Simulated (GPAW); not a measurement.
**Near-edge structure at the C K edge of C (Diamond, Fd-3m)**

Aim: the near-edge shape at the C K edge of C (Diamond, Fd-3m), and what the core hole does to it.

Calculated with GPAW 26.7.0; X-ray absorption from dipole matrix elements to empty bands, plane-wave PAW LDA.

### Step 1. The starting structure

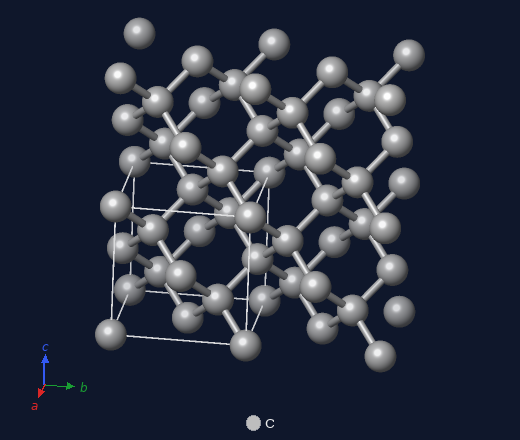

Start, viewed slightly off an axis; carbon light grey. 1×2×2 cells are drawn. This picture shows the conventional cell, with its axes. Bonds to atoms that aren't drawn are left out. Some periodic images of atoms are drawn too.

### Step 2. Ground state of the crystal

A plain self-consistent run shows whether there is a gap, which decides the set-up of the core-hole run.

scf.py reads:

```python
import numpy as np
from ase import Atoms
from ase.parallel import parprint, paropen
from gpaw import GPAW, PW, FermiDirac, Mixer, MixerDif, setup_paths
from gpaw.test import gen
setup_paths.insert(0, '.')
gen('C', name='nch1s', xcname='LDA', corehole=(1, 0, 0), write_xml=True)

atoms = Atoms('C2',
    cell=[[0, 1.78337, 1.78337],
     [1.78337, 0, 1.78337],
     [1.78337, 1.78337, 0]],
    scaled_positions=[[0.75, 0.75, 0.75],
     [0.5, 0.5, 0.5]],
    pbc=True)
atoms.calc = calc = GPAW(legacy_gpaw=True, mode=PW(430), xc='LDA', setups={0: 'nch1s'},
    kpts={'size': (12, 12, 12), 'gamma': True}, occupations=FermiDirac(0.05),
    charge=0, mixer=Mixer(0.1, 5, 50), maxiter=150,
    convergence={'density': 0.0001}, txt='scf.txt')
energy = atoms.get_potential_energy() + calc.get_reference_energy()
ef = calc.get_fermi_level()
out = dict(energy=energy, fermi=ef, forces=atoms.get_forces().tolist())
parprint(f'all-electron energy {energy:.4f} eV, Fermi level {ef:.4f} eV')
ev = np.array([[calc.get_eigenvalues(k, s) for k in range(len(calc.get_ibz_k_points()))] for s in range(calc.get_number_of_spins())])
out['homo'], out['lumo'], out['counts'] = ev[ev < ef].max(), ev[ev > ef].min(), sorted(set((ev < ef).sum((0, 2)).tolist()))
out['filled'] = (ev[:, 0] < ef).sum(1).tolist()
import json
with paropen('out.json', 'w') as f:
    json.dump(out, f)
```

Run with:

```bash
$ OMP_NUM_THREADS=1 python scf.py
```

Numbers of over 12 decimals in the logs are rounded to 6 here.

Log:

```text
Input parameters:
  convergence: {density: 0.0001}
  kpts: {gamma: True,
         size: (12, 12, 12)}
  maxiter: 150
  mixer: {backend: pulay,
          beta: 0.1,
          method: separate,
          nmaxold: 5,
          weight: 50}
  mode: {ecut: 430.0,
         name: pw}
  occupations: {fixmagmom: False,
                name: fermi-dirac,
                width: 0.05}
  setups: {0: nch1s}

Initialize ...

[... PAW data sets ...]

Reference energy: -2037.605085  # eV

Spin-paired calculation

[... convergence settings ...]
Symmetries present (total): 24
  [... symmetry matrices ...]

1728 k-points: 12 x 12 x 12 Monkhorst-Pack grid + [1/24,1/24,1/24]
72 k-points in the irreducible part of the Brillouin zone
       k-points in crystal coordinates                weights
   0:    -0.00000000   -0.00000000   -0.00000000          1/1728
   1:     0.08333333    0.08333333   -0.00000000          6/1728
   2:     0.08333333    0.08333333    0.08333333          8/1728
   3:     0.16666667    0.08333333    0.08333333         12/1728
   4:     0.16666667    0.16666667   -0.00000000          6/1728
   5:     0.16666667    0.16666667    0.08333333         24/1728
   6:     0.16666667    0.16666667    0.16666667          8/1728
   7:     0.25000000    0.16666667    0.08333333         24/1728
   8:     0.25000000    0.16666667    0.16666667         24/1728
   9:     0.25000000    0.25000000   -0.00000000          6/1728
          ...
  71:     0.50000000    0.50000000    0.50000000          4/1728

Wave functions: Plane wave expansion
  Cutoff energy: 430.000 eV
  Number of coefficients (min, max): 218, 259
  Pulay-stress correction: 0.000000 eV/Ang^3 (de/decut=0.000000)
  Using FFTW library
  Wavefunction extrapolation:
    Improved wavefunction reuse through dual PAW basis

Occupation numbers: Fermi-Dirac:
  width: 0.0500  # eV

Eigensolver
   Davidson(niter=2)

Densities:
  Coarse grid: 14*14*14 grid
  Fine grid: 28*28*28 grid
  Total Charge: 0.000000

Density mixing:
  Method: separate
  Backend: pulay
  Linear mixing parameter: 0.1
  old densities: 5
  Width of damping distribution: 1.1
  Damping of long wavelength oscillations: 50

[... Hamiltonian set-up ...]
Number of atoms: 2
Number of atomic orbitals: 8
Number of bands in calculation: 8
Number of valence electrons: 8
Bands to converge: occupied

... initialized

Initializing position-dependent things.

Density initialized from atomic densities
Creating initial wave functions:
  8 bands from LCAO basis set

          C
       C

Atomic positions and initial magnetic moments

Positions:
   0 C      2.675055    2.675055    2.675055    ( 0.0000,  0.0000,  0.0000)
   1 C      1.783370    1.783370    1.783370    ( 0.0000,  0.0000,  0.0000)

Unit cell:
           periodic     x           y           z      points  spacing
  1. axis:    yes    0.000000    1.783370    1.783370    14     0.1471
  2. axis:    yes    1.783370    0.000000    1.783370    14     0.1471
  3. axis:    yes    1.783370    1.783370    0.000000    14     0.1471

  Lengths:   2.522066   2.522066   2.522066
  Angles:   60.000000  60.000000  60.000000

Effective grid spacing dv^(1/3) = 0.1605

iter:   1   -20.792300
iter:   2   -20.632482   -2.49  -0.83
iter:   3   -20.193675   -1.11  -0.88
iter:   4   -20.157799   -3.03  -1.48
iter:   5   -20.157215   -2.85  -1.77
iter:   6   -20.154357c  -3.52  -2.04
iter:   7   -20.154236c  -5.48  -2.67
iter:   8   -20.154225c  -5.95  -3.31
iter:   9   -20.154225c  -8.18c -4.95c

Converged after 9 iterations.

Dipole moment: (2.122775, 2.122775, 2.122775) |e|*Ang

Energy contributions relative to reference atoms: (reference = -2037.605085)

Kinetic:        +15.995469
Potential:      -14.911604
External:        +0.000000
XC:             -21.246848
Entropy (-ST):   -0.000000
Local:           +0.008759
SIC:             +0.000000
--------------------------
Free energy:    -20.154225
Extrapolated:   -20.154225

Showing only first 2 kpts
 Kpt  Band  Eigenvalues  Occupancy
  0     2     11.80014    2.00000
  0     3     11.80014    2.00000
  0     4     17.35711    0.00000
  0     5     17.35711    0.00000

  1     2     10.90360    2.00000
  1     3     11.23513    2.00000
  1     4     17.17510    0.00000
  1     5     18.48673    0.00000

Fermi level: 12.98234

Gap: 4.135 eV
Transition (v -> c):
  (s=0, k=0, n=3, [-0.00, -0.00, -0.00]) -> (s=0, k=18, n=4, [0.33, 0.33, -0.00])
Direct/indirect transitions are different
Direct gap: 5.557 eV
Transition at: (s=0, k=0, n=3, [-0.00, -0.00, -0.00])

Forces in eV/Ang:
  0 C     0.00000   -0.00000   -0.00000
  1 C     0.00000   -0.00000    0.00000
Scalar-relativistic atomic LDA calculation for C (Carbon, Z=6)
Core hole in 1s state (1s occupation: 2.0)
300 radial gridpoints.
|------------------------------------------------|
|------------------------------------------------|
[... the atom generator's iteration count ...]

Energy contributions:
-------------------------
Kinetic:      +37.233774
XC:            -4.729621
Potential:    -69.944456
-------------------------
Total:        -37.440303

state      eigenvalue         ekin         rmax
-----------------------------------------------
1s^2.0 :    -9.951671    15.733548        0.175
2s^2.0 :    -0.501207     1.649369        1.216
2p^2.0 :    -0.198967     1.233970        1.191
-----------------------------------------------
(units: Bohr and Hartree)

Generating PAW setup
Kinetic energy of the core from tauc = 31.481335
Cutoffs:
rc(s)=1.200
rc(p)=1.200
rc(d)=1.200
rc(vbar)=1.080
rc(comp)=1.200
rc(nct)=1.200

Kinetic energy of the core states: 31.467096
Charge: 0.0
Core electrons: 2.0
Valence electrons: 4.0
Pseudo-core charge: 0.032813
Shape function alpha=6.944
Pseudo-electron charge 4.032078
state    eigenvalue         norm
--------------------------------
2s(2) :    -0.501207     1.045313
*s    :     0.498793
2p(2) :    -0.198967     0.954320
*p    :     0.801033
*d    :     0.000000
--------------------------------

Diagonalizing with gridspacing h=0.050

state   all-electron     PAW
-------------------------------
2s:      -0.501207    -0.501829
2p:      -0.198967    -0.199729
*d:                    0.045938
*f:                    0.074849
-------------------------------
all-electron energy -2057.7593 eV, Fermi level 12.9823 eV
```

The job ended after 6.4 s (1 thread of Arm Neoverse V1, shared host; peak memory 0.13 GiB).

The mesh shows a gap of 4.13 eV, so the hole is first treated in a charged cell, without the excited electron.

### Step 3. Spectrum without a core hole, C atom 1

Without a hole the spectrum is the empty density of states of the right symmetry on the absorber, weighted by matrix elements. It needs only the small cell and serves as the baseline. The data set with a hole of occupation 0 only carries the core orbital.

The absorber has 4 C at 1.54 Å (tetrahedral, site symmetry -43m).

xas.py reads:

```python
import numpy as np
from ase import Atoms
from ase.parallel import parprint, paropen
from gpaw import GPAW, PW, FermiDirac, Mixer, MixerDif, setup_paths
from gpaw.test import gen
setup_paths.insert(0, '.')
gen('C', name='nch1s', xcname='LDA', corehole=(1, 0, 0), write_xml=True)

atoms = Atoms('C2',
    cell=[[0, 1.78337, 1.78337],
     [1.78337, 0, 1.78337],
     [1.78337, 1.78337, 0]],
    scaled_positions=[[0.75, 0.75, 0.75],
     [0.5, 0.5, 0.5]],
    pbc=True)
atoms.calc = calc = GPAW(legacy_gpaw=True, mode=PW(430), xc='LDA', setups={0: 'nch1s'},
    kpts={'size': (12, 12, 12), 'gamma': True}, occupations=FermiDirac(0.02),
    charge=0, mixer=Mixer(0.1, 5, 50), maxiter=150,
    convergence={'density': 0.0001}, txt='scf.txt')
energy = atoms.get_potential_energy() + calc.get_reference_energy()
ef = calc.get_fermi_level()
out = dict(energy=energy, fermi=ef, forces=atoms.get_forces().tolist())
parprint(f'all-electron energy {energy:.4f} eV, Fermi level {ef:.4f} eV')
ev = np.array([[calc.get_eigenvalues(k, s) for k in range(len(calc.get_ibz_k_points()))] for s in range(calc.get_number_of_spins())])
out['homo'], out['lumo'], out['counts'] = ev[ev < ef].max(), ev[ev > ef].min(), sorted(set((ev < ef).sum((0, 2)).tolist()))
out['filled'] = (ev[:, 0] < ef).sum(1).tolist()

from gpaw.xas import XAS
nb = int(calc.get_number_of_electrons() / 2) + 10
top = nb
nscf = calc.fixed_density(kpts={'size': (11, 11, 11), 'gamma': True},
    convergence={'eigenstates': 1.0}, txt='nscf.txt')
nscf.diagonalize_full_hamiltonian(nbands=nb)
cell = atoms.cell.array
ops = [cell.T @ U.T @ np.linalg.inv(cell.T) for U in nscf.wfs.kd.symmetry.op_scc]
filled = [4]  # bands filled in the ground state, by spin
E = np.arange(-25, 34, 0.1)
fwhm = np.interp(E, [4, 25], [0.9, 3.5])
Y, X, zero, highest = 0, 0, 1e9, 1e9
for spin in range(nscf.get_number_of_spins()):
    xas = XAS(nscf, mode='all', center=0, spin=spin)
    eps = xas.eps_kn
    d = xas.sigma_cmkn  # core-to-band dipole matrix elements, k weights included
    T = np.einsum('amkn,bmkn->abkn', d, d.conj()).real
    T = sum(np.einsum('ai,ijkn,bj->abkn', R, T, R) for R in ops) / len(ops)
    empty = np.ones_like(eps, bool) & (np.arange(nb) >= filled[spin])
    zero, highest = min(zero, eps[empty].min()), min(highest, eps[:, top - 1].min())
    lines = [(eps, T, empty)] if spin == 0 else lines + [(eps, T, empty)]
for eps, T, empty in lines:
    f = np.einsum('aakn->akn', T).reshape(3, -1)
    x = eps.ravel() - zero
    w = np.interp(x, E, fwhm) / 2.35482
    g = np.exp(-0.5 * ((E[:, None] - x) / w) ** 2) / (w * (2 * np.pi) ** 0.5)
    Y = Y + (f * empty.ravel()) @ g.T
    X = X + (f * ~empty.ravel()) @ g.T
out.update(E=E.round(2).tolist(), xas=Y.tolist(), xes=X.tolist(), zero=zero, valid=highest - zero, nk=len(eps), nb=nb)
for i in range(0, len(E), 10):
    parprint(f'{E[i]:7.2f}', *(f'{v:10.3e}' for v in Y[:, i]))
import json
with paropen('out.json', 'w') as f:
    json.dump(out, f)
```

Run with:

```bash
$ OMP_NUM_THREADS=1 python xas.py
```

Log:

```text
Input parameters:
  convergence: {density: 0.0001}
  kpts: {gamma: True,
         size: (12, 12, 12)}
  maxiter: 150
  mixer: {backend: pulay,
          beta: 0.1,
          method: separate,
          nmaxold: 5,
          weight: 50}
  mode: {ecut: 430.0,
         name: pw}
  occupations: {fixmagmom: False,
                name: fermi-dirac,
                width: 0.02}
  setups: {0: nch1s}

Initialize ...

[...]
*p    :     0.801033
*d    :     0.000000
--------------------------------

Diagonalizing with gridspacing h=0.050

state   all-electron     PAW
-------------------------------
2s:      -0.501207    -0.501829
2p:      -0.198967    -0.199729
*d:                    0.045938
*f:                    0.074849
-------------------------------
all-electron energy -2057.7593 eV, Fermi level 12.8323 eV
[...]
32.00  5.000e-05  5.000e-05  5.000e-05
  33.00  6.201e-05  6.201e-05  6.201e-05
[key lines of the parts left out:]
Converged after 9 iterations.
Dipole moment: (2.122775, 2.122775, 2.122775) |e|*Ang
Free energy:    -20.154225
Fermi level: 12.83234
```

Elapsed: 11 s, on 1 thread; peak memory 0.14 GiB.

The C K spectrum, C atom 1, no core hole (energy from the lowest empty level; intensity scaled to a mean of 1 over the first 20 eV):

```
E (eV)  intensity
  -2.0       0.00
  -0.5       0.01
   1.0       0.26
   2.5       0.75
   4.0       1.49
   5.5       1.24
   7.0       1.24
   8.5       1.26
  10.0       1.72
  11.5       1.09
  13.0       0.29
  14.5       0.51
  16.0       1.00
  17.5       1.28
  19.0       1.19
  20.5       0.78
```

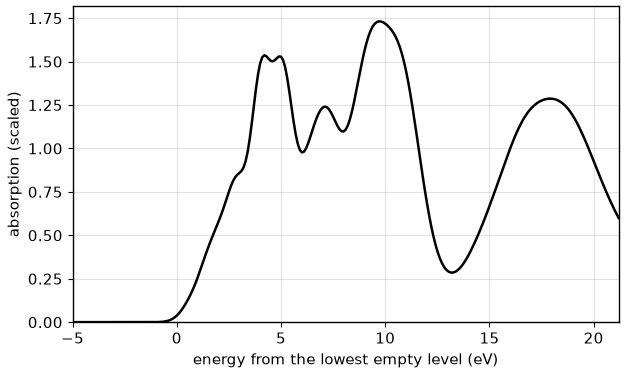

The C K edge, C atom 1, no core hole: main maxima at 4.2, 4.9 and 9.7 eV.

Main maxima below 20 eV (height): 4.2 eV (1.54), 4.9 eV (1.53), 7.1 eV (1.24), 9.7 eV (1.73) and 17.9 eV (1.29). A K edge sees empty p states; a tetrahedral site has σ* states alone, so there is no π* peak.

The same matrix elements for filled bands give the C K emission of C atom 1 (ground-state approximation; energy from the lowest empty level, largest value 1):

```
E (eV)  emission
 -24.0      0.01
 -22.5      0.03
 -21.0      0.05
 -19.5      0.08
 -18.0      0.08
 -16.5      0.17
 -15.0      0.29
 -13.5      0.25
 -12.0      0.48
 -10.5      0.82
  -9.0      1.00
  -7.5      0.92
  -6.0      0.45
  -4.5      0.13
  -3.0      0.00
  -1.5      0.00
   0.0      0.00
   1.5      0.00
   3.0      0.00
```

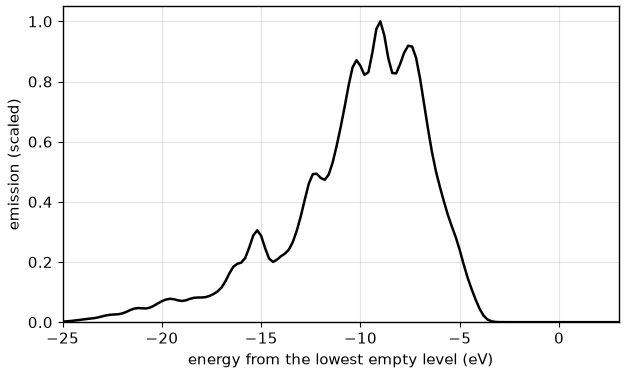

X-ray emission from the filled bands.

Emission maxima: -15.2 eV (0.31), -9.0 eV (1.00) and -7.6 eV (0.92).

### Step 4. Supercell without a hole, the energy reference

The photon energy needs a difference of total energies, so the cell and mesh of the coming hole run are first run without a hole.

scf.py, as its differences from that of step 2:

```diff
@@ -8,11 +8,25 @@
 
-atoms = Atoms('C2',
-    cell=[[0, 1.78337, 1.78337],
-     [1.78337, 0, 1.78337],
-     [1.78337, 1.78337, 0]],
-    scaled_positions=[[0.75, 0.75, 0.75],
-     [0.5, 0.5, 0.5]],
+atoms = Atoms('C16',
+    cell=[[0, 3.56674, 3.56674],
+     [3.56674, 0, 3.56674],
+     [3.56674, 3.56674, 0]],
+    scaled_positions=[[0.375, 0.375, 0.375],
+     [0.375, 0.375, 0.875],
+     [0.375, 0.875, 0.375],
+     [0.875, 0.375, 0.375],
+     [0.375, 0.875, 0.875],
+     [0.875, 0.375, 0.875],
+     [0.875, 0.875, 0.375],
+     [0.875, 0.875, 0.875],
+     [0.25, 0.25, 0.25],
+     [0.25, 0.25, 0.75],
+     [0.25, 0.75, 0.25],
+     [0.75, 0.25, 0.25],
+     [0.25, 0.75, 0.75],
+     [0.75, 0.25, 0.75],
+     [0.75, 0.75, 0.25],
+     [0.75, 0.75, 0.75]],
     pbc=True)
 atoms.calc = calc = GPAW(legacy_gpaw=True, mode=PW(430), xc='LDA', setups={0: 'nch1s'},
-    kpts={'size': (12, 12, 12), 'gamma': True}, occupations=FermiDirac(0.05),
+    kpts={'size': (5, 5, 5), 'gamma': True}, occupations=FermiDirac(0.02),
     charge=0, mixer=Mixer(0.1, 5, 50), maxiter=150,
```

Run with:

```bash
$ OMP_NUM_THREADS=1 python scf.py
```

Log:

```text
Input parameters:
  convergence: {density: 0.0001}
  kpts: {gamma: True,
         size: (5, 5, 5)}
  maxiter: 150
  mixer: {backend: pulay,
          beta: 0.1,
          method: separate,
          nmaxold: 5,
          weight: 50}
  mode: {ecut: 430.0,
         name: pw}
  occupations: {fixmagmom: False,
                name: fermi-dirac,
                width: 0.02}
  setups: {0: nch1s}

Initialize ...

[...]
2s(2) :    -0.501207     1.045313
*s    :     0.498793
2p(2) :    -0.198967     0.954320
*p    :     0.801033
*d    :     0.000000
--------------------------------

Diagonalizing with gridspacing h=0.050

state   all-electron     PAW
-------------------------------
2s:      -0.501207    -0.501829
2p:      -0.198967    -0.199729
*d:                    0.045938
*f:                    0.074849
-------------------------------
all-electron energy -16462.0746 eV, Fermi level 12.8535 eV
[key lines of the parts left out:]
Converged after 11 iterations.
Dipole moment: (16.981118, 16.981118, 16.981118) |e|*Ang
Free energy:   -161.233980
Fermi level: 12.85355
```

The job ended after 44 s (1 thread; peak memory 0.26 GiB).

Reference energy: -16462.075 eV with the cores included.

[end of part 1 of 2]

[Banner, clock and machine lines of the logs are left out without a mark of their own.]

[Logs are printed without paths, hosts, clocks, repeated set-up lines and the standing remarks that a program may print on its own settings, such as how far it seeks lower states.]

[Hosts, paths, dates, database ids (printed as entryN), source tags and the programs' standing remarks are cut or masked in the printed files.]

[Lists of maxima count a maximum above −3 eV only where it reaches 4 % of the highest in the window and stands out from its surroundings by 2 % of it (1.5 % where it reaches 55 %); shoulders and weaker maxima are passed over, and of the rest the first, up to two pre-edge ones and the few strongest are named.]
